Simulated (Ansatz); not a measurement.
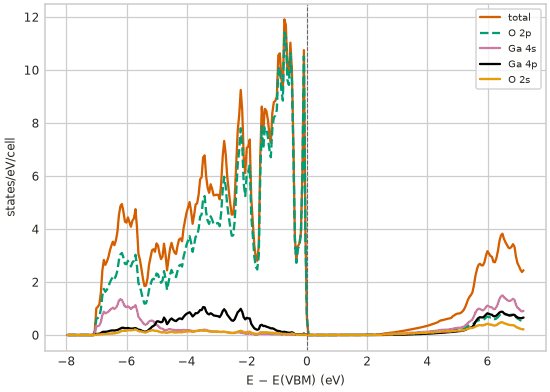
*Total and projected density of states of Ga2O3 in space group C2/m (No. 12; Pearson symbol mS20), DFT-PBEsol in the program Ansatz with PAW potentials*

Which orbitals carry the states next to the gap?

Top 1 eV of the valence band: O 2p 96 %. Bottom 1 eV of the conduction band: Ga 4s 48 %, O 2s 30 %, O 2p 14 %, Ga 4p 8 %. Projections are on Löwdin-orthogonalised atomic valence shells; empty p or d shells of many metals are not among them.

Where is the tallest occupied peak in this window, and what makes it?

Near -0.8 eV, about 12 states/eV per cell; the largest projected share is O 2p.

Symmetry was held in the PBEsol relaxation. Spin–orbit coupling is left out wherever it is not named.

Potentials: the earlier of the program's two PAW sets. The files were generated under PBE; for other functionals the program regenerates the frozen cores, and for LDA and PBEsol the local potential too.
